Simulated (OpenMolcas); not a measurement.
**CH5FGeO (SMILES [CH3][GeH]([OH])[F]) at 6 levels**

We compute a comparison of 6 runs (HF/STO-3G, HF/3-21G, M06-L/cc-pVDZ, PBE/cc-pVDZ, TPSS/cc-pVDZ, r2SCAN/cc-pVDZ) of CH5FGeO. 

Program for the calculation: OpenMolcas 26.06.

## Step 1: The structure to begin with

CH5FGeO has 9 atoms, charge 0, and is taken as a singlet. As SMILES, `[CH3][GeH]([OH])[F]`. The shape is that of a PBE0-D4/def2-TZVP optimisation. This is one conformer, not always the lowest.

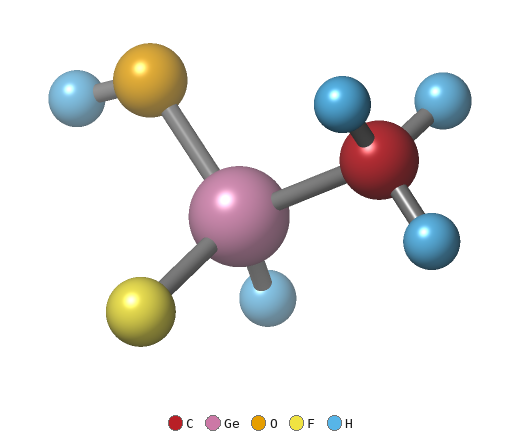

Viewed from a chosen angle; carbon red, germanium pink, oxygen amber, fluorine yellow, hydrogen blue.

## Step 2: Energy and gradient at HF/STO-3G (run 1)

Contents of test.inp:

```
&GATEWAY
 BasLib
 $CurrDir
 Coord
 9
 angstrom
 C       -0.669000       0.976900      -0.584200
 Ge       0.088300      -0.643700       0.121500
 O        1.270000      -0.170700       1.345500
 F        0.974400      -1.438600      -1.153800
 H        0.138900       1.624900      -0.924600
 H       -1.237900       1.493500       0.189700
 H       -1.327100       0.751300      -1.423500
 H       -0.865500      -1.725100       0.656800
 H        1.716500      -0.914700       1.755500
 Basis
 STO-3G
 Group
 NoSym

&SEWARD

&SCF
 Thresholds
 1e-10 1e-07 1e-07 1e-05
 PrOrbitals
 1 2

&ALASKA
```

The basis set STO-3G is read from a file made from the Basis Set Exchange's data (not shown).

Run with:

```bash
export MOLCAS_MEM=1860
pymolcas test.inp > test.log
```

What it wrote:

```text
--- Start Module: gateway ---
[...]
--- Stop Module: gateway /rc=_RC_ALL_IS_WELL_ ---
[...]
      Basis functions           38
[...]
--- Start Module: scf ---
[...]
       Convergence after  11 Iterations
[...]
::    Total SCF energy                              -2263.9869493428
[...]
      Total spin, S                                     0.0000000000
[...]
      Total electronic charge=   60.000000
      Total            charge=   -0.000000
[...]
      Dipole Moment (debye):
      Origin of the operator (angstrom)=    0.2837   -0.5135    0.0145
                   X= -1.1705E+00               Y= -4.7859E-01               Z=  5.7666E-01           Total=  1.3898E+00
      Quadrupole Moment (debye*angstrom):
[...]
--- Stop Module: scf /rc=_RC_ALL_IS_WELL_ ---
--- Start Module: alaska ---
[...]
 *              Molecular gradients               *
 **************************************************
  Irreducible representation: a
 ------------------------------------------------------------------------------------------
                              X                       Y                       Z
 ------------------------------------------------------------------------------------------
  C1               -3.01475076763680E-03    1.37642207385049E-02   -8.89443629410813E-03
  GE2              -1.40448087100893E-02    3.21297057596883E-02   -2.53620929604192E-03
  O3                2.90020959245645E-02   -2.70895767215240E-02    2.79056907243529E-02
  F4                1.37616723504603E-02   -1.49731140322942E-02   -2.23924164529272E-02
  H5                8.75934845933868E-03    1.89681871315095E-03   -1.22960367396230E-03
  H6               -3.22270025048610E-03    4.71895276799028E-04    8.99007287032250E-03
  H7               -3.96993599824258E-03   -5.80279523107952E-03   -5.55333578232098E-03
  H8               -1.81438844392670E-02   -2.94730864482950E-02    1.14585277374375E-02
[...]
--- Stop Module: alaska /rc=_RC_ALL_IS_WELL_ ---
[...]
```

It took 3.6 s on 1 thread of Intel Xeon Platinum 8259CL at 2.50GHz (Skylake/Cascade Lake), shared host; peak memory 0.37 GiB.

## Step 3: Energy and gradient at HF/3-21G (run 2)

Contents of struct.xyz:

```xyz
9

C     -0.669000     0.976900    -0.584200
Ge     0.088300    -0.643700     0.121500
O      1.270000    -0.170700     1.345500
F      0.974400    -1.438600    -1.153800
H      0.138900     1.624900    -0.924600
H     -1.237900     1.493500     0.189700
H     -1.327100     0.751300    -1.423500
H     -0.865500    -1.725100     0.656800
H      1.716500    -0.914700     1.755500
```

Contents of mol.inp:

```
* CH5FGeO Hartree-Fock
>>> EXPORT MOLCAS_PRINT=2
&gateway
baslib
$CurrDir
coord
struct.xyz
basis
3-21G
group
NoSym
&seward
&scf
thresholds
1e-10 1e-07 1e-07 1e-05
prorbitals
1 1
&alaska
```

The basis set 3-21G is read from a file made from the Basis Set Exchange's data (not shown).

Run with:

```bash
export MOLCAS_MEM=1860
pymolcas mol.inp > mol.log
```

What it wrote:

```text
--- Start Module: gateway ---
[...]
--- Stop Module: gateway /rc=_RC_ALL_IS_WELL_ ---
[...]
      Basis functions           59
[...]
--- Start Module: scf ---
[...]
       Convergence after  13 Iterations
[...]
::    Total SCF energy                              -2279.3558620795
[...]
      Total spin, S                                     0.0000000000
[...]
      Total electronic charge=   60.000000
      Total            charge=   -0.000000
[...]
      Dipole Moment (debye):
      Origin of the operator (angstrom)=    0.2837   -0.5135    0.0145
                   X= -1.7655E+00               Y= -2.0908E-01               Z=  1.1619E+00           Total=  2.1238E+00
      Quadrupole Moment (debye*angstrom):
[...]
--- Stop Module: scf /rc=_RC_ALL_IS_WELL_ ---
[...]
--- Start Module: alaska ---
[...]
 *              Molecular gradients               *
 **************************************************
  Irreducible representation: a
 ------------------------------------------------------------------------------------------
                              X                       Y                       Z
 ------------------------------------------------------------------------------------------
  C1                3.80116698476662E-03    1.23751480043666E-03   -4.48190596546993E-05
  GE2              -2.75431361969325E-02    4.87610076876432E-03    1.14782871741248E-02
  O3                2.00860606438624E-02    1.43395653432741E-02    2.03936471690120E-02
  F4                1.34459358649011E-02   -1.28976287401628E-02   -2.29343584719359E-02
  H5                5.43224579403256E-03    1.55547301051184E-03   -1.14492543727240E-03
  H6               -2.31524467113298E-03    3.86512179741061E-04    5.33820459186618E-03
  H7               -2.33515186182620E-03   -4.66455150801362E-03   -3.26757511020448E-03
  H8               -2.17715947289143E-04   -3.58384517243859E-03   -6.78561728042482E-05
[...]
--- Stop Module: alaska /rc=_RC_ALL_IS_WELL_ ---
[...]
```

Run time: 4.5 s. Hardware: 1 thread of Intel Xeon Platinum 8259CL at 2.50GHz (Skylake/Cascade Lake), shared host; peak memory 0.39 GiB.

Runs 3 to 5 aren't shown in full; the table further down has their settings and results.

## Step 4: Energy and forces at r2SCAN/cc-pVDZ (run 6)

Contents of coord.xyz:

```xyz
9

C     -0.669000     0.976900    -0.584200
Ge     0.088300    -0.643700     0.121500
O      1.270000    -0.170700     1.345500
F      0.974400    -1.438600    -1.153800
H      0.138900     1.624900    -0.924600
H     -1.237900     1.493500     0.189700
H     -1.327100     0.751300    -1.423500
H     -0.865500    -1.725100     0.656800
H      1.716500    -0.914700     1.755500
```

Contents of calc.inp:

```
* CH5FGeO Kohn-Sham DFT
>>> EXPORT MOLCAS_PRINT=2
&gateway
baslib
$CurrDir
coord
coord.xyz
basis
cc-pVDZ
group
NoSym
&seward
gridinput
Grid=UltraFine
End of Grid
&scf
ksdft
2
1.0 MGGA_X_R2SCAN
1.0 MGGA_C_R2SCAN
thresholds
1e-10 1e-07 1e-07 1e-05
prorbitals
1 2
&alaska
```

The basis set cc-pVDZ is read from a file made from the Basis Set Exchange's data (not shown).

Run with:

```bash
export MOLCAS_MEM=1860
pymolcas calc.inp > calc.log
```

What it wrote:

```text
--- Start Module: gateway ---
[...]
--- Stop Module: gateway /rc=_RC_ALL_IS_WELL_ ---
[...]
      Basis functions           94
[...]
--- Start Module: scf ---
[...]
       Convergence after  14 Iterations
[...]
::    Total KS-DFT energy                           -2293.1102873465
[...]
      Total spin, S                                     0.0000000000
[...]
      Total electronic charge=   60.000000
      Total            charge=   -0.000000
[...]
      Dipole Moment (debye):
      Origin of the operator (angstrom)=    0.2837   -0.5135    0.0145
                   X= -1.4392E+00               Y=  3.0970E-01               Z=  1.0168E+00           Total=  1.7891E+00
      Quadrupole Moment (debye*angstrom):
[...]
--- Stop Module: scf /rc=_RC_ALL_IS_WELL_ ---
[...]
--- Start Module: alaska ---
[...]
 *              Molecular gradients               *
 **************************************************
  Irreducible representation: a
 ------------------------------------------------------------------------------------------
                              X                       Y                       Z
 ------------------------------------------------------------------------------------------
  C1               -1.97183898472275E-03    4.37817661744511E-03   -2.50875114984694E-03
  GE2               1.01388550506130E-02   -8.33604083108952E-04   -2.63887391481266E-03
  O3               -2.49321358594301E-03   -1.16058640975183E-02   -3.04624728370584E-03
  F4               -5.80395423525815E-03    5.31741593417934E-03    8.92736300775354E-03
  H5               -4.88718867715443E-03   -3.67150221656232E-03    1.92178851545055E-03
  H6                3.31561215546028E-03   -2.94162820951227E-03   -4.43236925019308E-03
  H7                3.74331284992735E-03    1.41637277764747E-03    4.78173911916890E-03
  H8                1.10882360164144E-03    4.67431252435091E-04   -8.39382242592279E-05
[...]
--- Stop Module: alaska /rc=_RC_ALL_IS_WELL_ ---
[...]
```

Run time: 77 s. Hardware: 1 thread of Intel Xeon Platinum 8259CL at 2.50GHz (Skylake/Cascade Lake), shared host; peak memory 0.52 GiB.

## Step 5: Overview of the runs

| run | level | integration grid | energy (Eh) | dipole moment (D) | HOMO energy (eV) | LUMO energy (eV) | wall time |
| --- | --- | --- | --- | --- | --- | --- | --- |
| 1 | HF/STO-3G | – | -2263.986949 | 1.39 | -9.36 | 11.73 | 3.6 s |
| 2 | HF/3-21G | – | -2279.355862 | 2.12 | -12.30 | 5.11 | 4.5 s |
| 3 | M06-L/cc-pVDZ | UltraFine | -2293.144184 | 1.83 | -7.33 | 0.75 | 80 s |
| 4 | PBE/cc-pVDZ | UltraFine | -2292.667480 | 1.67 | -6.95 | 0.16 | 64 s |
| 5 | TPSS/cc-pVDZ | UltraFine | -2293.220489 | 1.67 | -7.11 | 0.34 | 88 s |
| 6 | r2SCAN/cc-pVDZ | UltraFine | -2293.110287 | 1.79 | -7.41 | 0.65 | 77 s |

## Step 6: What came out

```
                       quantity           value
            run 6: total energy  -2293.11029 Eh
           run 6: dipole moment          1.79 D
             run 6: HOMO energy        -7.41 eV
             run 6: LUMO energy         0.65 eV
           run 6: HOMO–LUMO gap         8.06 eV
run 6: largest force on an atom      0.630 eV/Å
```

What this shows: The dipole moment (its size) runs from 1.39 D (HF/STO-3G) to 2.12 D (HF/3-21G). The HOMO–LUMO gap runs from 7.10 eV (PBE/cc-pVDZ) to 21.09 eV (HF/STO-3G). The two ends differ in method and basis. Totals of different functionals can't be ranked against each other. In run 1 the basis is minimal, so the values are rough. All runs together took 5.3 min, the longest 88 s.
